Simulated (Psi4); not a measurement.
# A workflow on InNH6 (In(NH3)H3)

We compute a structure relaxation (PBEh-3c/def2-mSVP), then the harmonic vibrations of InNH6 (In(NH3)H3). 

The results are computed with Psi4 1.11.

## 1. The molecule

The species is InNH6 (8 atoms), meant as a singlet with charge 0. SMILES: `[H][In]([H])([H])<-[NH3]`. The shape comes from GFN2-xTB, which is rough for such elements, and wasn't checked as a minimum. The run starts from this shape.

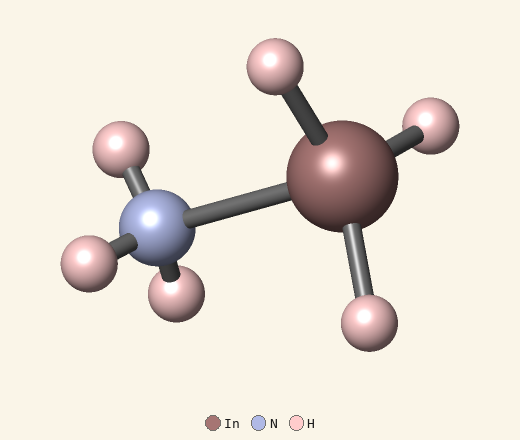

Viewed from a chosen angle; indium brown, nitrogen light blue, hydrogen pink.

## 2. A geometry optimisation at PBEh-3c/def2-mSVP (density fitting, core potential) (run 1)

Input file input.in:

```
memory 1600 mb

molecule {
  In    -0.00459203     0.00901399    -2.34433754
  N      0.00194642    -0.00457314     2.12414665
  H     -1.79195169     0.06126492     2.81261167
  H      0.96374143     1.51094942     2.81283844
  H      0.84153284    -1.60005001     2.79414905
  H      3.16221101    -0.03335367    -2.73231721
  H     -1.54983998     2.77109439    -2.73518959
  H     -1.62306687    -2.71434591    -2.73186367
  units bohr
  symmetry c1
}

set {
  geom_maxiter 60
}

e, wfn = optimize("pbeh-3c", return_wfn=True)
```

Launch:

```sh
$ psi4 -i input.in -o input.out -n 1
```

input.out:

```text
[...]
    !!!  WARNING: ECP capability is in beta. Please check occupations closely.  !!!
[...]
  Running in c1 symmetry.
[...]
  Nuclear repulsion =   81.618021461607029
[...]
  Multiplicity = 1
[...]
  Nalpha       = 17
  Nbeta        = 17
[...]
    Number of basis functions: 53
[...]
   @DF-RKS iter   1:  -248.21790118735410   -1.20517e+00   1.02923e-02 ADIIS/DIIS
[...]
    !!!  WARNING: ECP capability is in beta. Please check occupations closely.  !!!
[...]
   @DF-RKS iter   6:  -248.35719414738401   -9.66338e-13   2.56417e-09 DIIS
[...]
    Orbital Energies [Eh]
    ---------------------
    Doubly Occupied:
       1A    -14.687335     2A     -4.830880     3A     -3.197966
       4A     -3.191603     5A     -3.191601     6A     -1.018957
       7A     -0.808780     8A     -0.803727     9A     -0.803723
      10A     -0.800317    11A     -0.800315    12A     -0.591830
      13A     -0.591818    14A     -0.480466    15A     -0.376447
      16A     -0.298607    17A     -0.298587
[...]
  @DF-RKS Final Energy:  -248.35719414738401
   => Energetics <=
    Nuclear Repulsion Energy =             80.4657292991655169
    One-Electron Energy =                -573.2867727231239314
    Two-Electron Energy =                 259.9153465765842270
    DFT Exchange-Correlation Energy =     -15.4640978424236764
    Empirical Dispersion Energy =           0.0126005424138786
    VV10 Nonlocal Energy =                  0.0000000000000000
    Total Energy =                       -248.3571941473840070
[...]
 Multipole Moments:
 ------------------------------------------------------------------------------------
     Multipole            Electronic (a.u.)      Nuclear  (a.u.)        Total (a.u.)
 ------------------------------------------------------------------------------------
 L = 1.  Multiply by 2.5417464519 to convert [e a0] to [Debye]
 Dipole X            :         -0.0332896            0.0358537            0.0025641
 Dipole Y            :          0.0679686           -0.0733793           -0.0054108
 Dipole Z            :        -24.5616372           26.5813789            2.0197417
 Magnitude           :                                                    2.0197506
[...]
  -Total Gradient:
     Atom            X                  Y                   Z
    ------   -----------------  -----------------  -----------------
       1       -0.000006451921     0.000007984928     0.000004423506
       2       -0.000009711906     0.000019404454    -0.000006245277
       3        0.000008202843     0.000002168220     0.000012100266
       4        0.000001285549    -0.000010749219     0.000012319975
       5       -0.000000410601    -0.000008854787    -0.000024492754
       6        0.000005932479     0.000000258971     0.000007788596
       7        0.000007571203    -0.000000219237    -0.000011796673
       8        0.000006545807    -0.000012169831     0.000007101508
[...]
    Final optimized geometry and variables:
    Molecular point group: c1
    Full point group: C1
    Geometry (in Bohr), charge = 0, multiplicity = 1:
    IN          -0.000753671100     0.001548195493    -0.578812804665
    N            0.004967329403    -0.010243318874     3.953237398291
    H           -1.774763579080     0.050628588994     4.650416988749
    H            0.952477839929     1.497337081071     4.650826247636
    H            0.841681514877    -1.587773522202     4.637774063960
    H            3.255121102334    -0.044367363454    -0.960555214164
    H           -1.588831877443     2.844881743030    -0.953493276840
    H           -1.668775466752    -2.794894718701    -0.961182795568
    Psi4 run time: 0:00:24.45
[...]
```

Standard output:

```text
Optimizer: Optimization complete!
```

It took 26 s on 1 thread of Intel Xeon Platinum 8375C at 2.90GHz (Ice Lake), shared host; peak memory 0.52 GiB.

The path in brief:

```
step  energy from the first frame kept (eV)  largest force (eV/Å)
   0                                 0.0000                0.6376
   1                                -0.0464                0.1357
   2                                -0.0488                0.0269
   3                                -0.0488                0.0076
   4                                -0.0488                0.0013
```

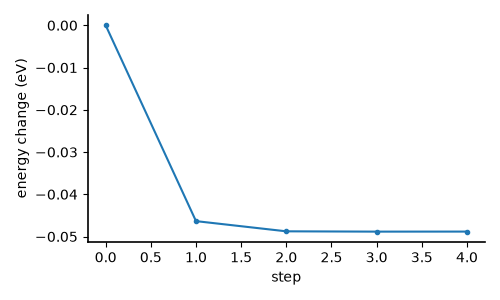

Energy along the run.

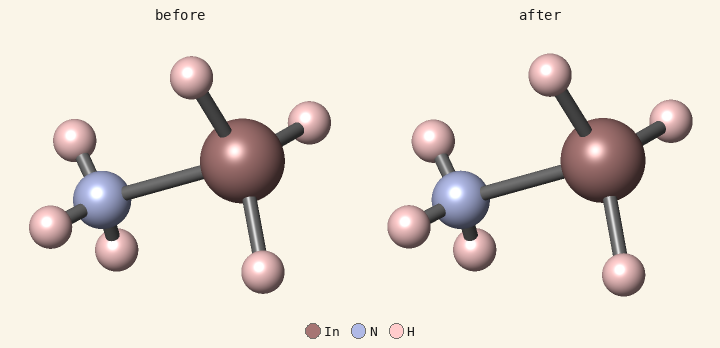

Before and after, at one scale.

After the run. Bond lengths: In1–N2 2.398 Å, N2–H3 1.012 Å, N2–H4 1.012 Å, N2–H5 1.012 Å, In1–H6 1.735 Å, In1–H7 1.735 Å, In1–H8 1.735 Å. Some angles: In1–N2–H3 111.3°, In1–N2–H4 111.3°, In1–N2–H5 111.1°, N2–In1–H6 96.6°, N2–In1–H7 96.7°, N2–In1–H8 96.6°, H3–N2–H4 107.6°, H3–N2–H5 107.6°, H4–N2–H5 107.6°, H6–In1–H7 118.7°.

## 3. Vibrational wavenumbers at PBEh-3c/def2-mSVP (density fitting, core potential) (run 2)

Input file h6inn.xyz:

```xyz
8
H6InN
In    -0.002351     0.004612    -1.245050
N      0.000677    -0.001628     1.153208
H     -0.941116     0.030584     1.522139
H      0.502078     0.796149     1.522356
H      0.443447    -0.836421     1.515449
H      1.720584    -0.019686    -1.447059
H     -0.842725     1.509239    -1.443322
H     -0.885030    -1.475202    -1.447391
```

Input file job.py:

```python
import psi4

psi4.set_memory(1600000000)
psi4.set_num_threads(1)
psi4.set_output_file('h6inn.out', False)

with open('h6inn.xyz') as f:
    atoms = ''.join(f.readlines()[2:])
m = psi4.geometry('0 1\n' + atoms + 'symmetry c1')

psi4.set_options({
    't': 400.0,
    'rotational_symmetry_number': 3,
})

result, w = psi4.frequencies('pbeh-3c', molecule=m, return_wfn=True)
print(f'pbeh-3c energy: {result:.10f} Eh')
print('wavenumbers / cm^-1:', w.frequencies().np.round(1))
```

Launch:

```sh
$ python job.py
```

h6inn.out (excerpt; [...] marks lines left out):

```text
[...]
  Running in c1 symmetry.
[...]
  Nuclear repulsion =   80.465729203136931
[...]
  Multiplicity = 1
[...]
  Nalpha       = 17
  Nbeta        = 17
[...]
    Number of basis functions: 53
[...]
   @DF-RKS iter   1:  -248.21601684220113   -1.20877e+00   1.05188e-02 DIIS/ADIIS
[...]
   @DF-RKS iter  10:  -248.35719413120725   -4.54747e-13   2.50150e-09 DIIS
[...]
  @DF-RKS Final Energy:  -248.35719413120725
   => Energetics <=
    Nuclear Repulsion Energy =             80.4657027188699345
    One-Electron Energy =                -573.2867205641309738
    Two-Electron Energy =                 259.9153206561767320
    DFT Exchange-Correlation Energy =     -15.4640974945539824
    Empirical Dispersion Energy =           0.0126005524310187
    VV10 Nonlocal Energy =                  0.0000000000000000
    Total Energy =                       -248.3571941312072795
[...]
 Multipole Moments:
[...]
  -Total Gradient:
     Atom            X                  Y                   Z
    ------   -----------------  -----------------  -----------------
       1       -0.000005263430     0.000065377481     0.000004720489
       2       -0.000008875397     0.000062254159    -0.000005980578
       3        0.000008286982    -0.000000239505     0.000012299779
       4        0.000001238315    -0.000013079316     0.000023918950
       5       -0.000000719921    -0.000010963073    -0.000036517293
       6        0.000005914131    -0.000002418588     0.000007992850
       7        0.000031347915    -0.000045742485     0.000015923415
       8       -0.000018953887    -0.000058224441    -0.000020760695
[...]
  ==> Harmonic Vibrational Analysis <==
[...]
  Freq [cm^-1]                 66.3494             290.8525            314.5896
[...]
  IR activ [km/mol]             0.3585             17.7407              1.5013
[...]
  Freq [cm^-1]                 325.9016            608.1262            613.5342
[...]
  IR activ [km/mol]             0.9750             21.9554              7.7121
[...]
  Freq [cm^-1]                 631.0636            647.9087            655.4763
[...]
  IR activ [km/mol]            187.8844            210.4961            259.3601
[...]
  Freq [cm^-1]                1271.8858           1737.5710           1738.2096
[...]
  Freq [cm^-1]                1790.9022           1794.9956           1807.7497
[...]
  Freq [cm^-1]                3571.9982           3707.3252           3707.5086
[...]
```

On the terminal:

```text
Warning: used thermodynamics relations inappropriate for low-frequency modes: ['66.3494' '290.8525' '314.5896' '325.9016' '608.1262' '613.5342']
pbeh-3c energy: -248.3571941504 Eh
wavenumbers / cm^-1: [  66.3  290.9  314.6  325.9  608.1  613.5  631.1  647.9  655.5 1271.9
 1737.6 1738.2 1790.9 1795.  1807.7 3572.  3707.3 3707.5]
```

Wall time 3.9 min (1 thread of Intel Xeon Platinum 8375C at 2.90GHz (Ice Lake), shared host); peak memory 0.51 GiB.

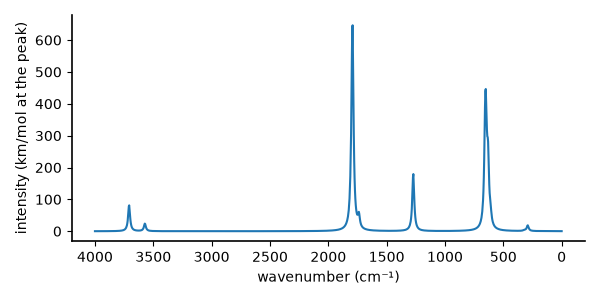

Harmonic infrared spectrum, unscaled, lines broadened by 10 cm⁻¹.

## 4. Results

```
                                                                        quantity             value
                               run 1, PBEh-3c/def2-mSVP: total energy at the end     -248.35719 Eh
                                         run 1, PBEh-3c/def2-mSVP: dipole moment            5.13 D
                                           run 1, PBEh-3c/def2-mSVP: HOMO energy          -8.12 eV
                                           run 1, PBEh-3c/def2-mSVP: LUMO energy           0.44 eV
                                         run 1, PBEh-3c/def2-mSVP: HOMO–LUMO gap           8.56 eV
                            run 2, PBEh-3c/def2-mSVP: lowest harmonic wavenumber           66 cm⁻¹
                           run 2, PBEh-3c/def2-mSVP: highest harmonic wavenumber         3708 cm⁻¹
                                     run 2, PBEh-3c/def2-mSVP: zero-point energy      151.2 kJ/mol
run 2, PBEh-3c/def2-mSVP: ideal-gas entropy at 400 K (symmetry number 3 as used)  78.3 cal/(mol K)
```

The optimisation (run 1, PBEh-3c/def2-mSVP) took 5 steps and changed the energy by -0.049 eV. All 18 modes (run 2, PBEh-3c/def2-mSVP) are real, so the shape is a minimum at this level.
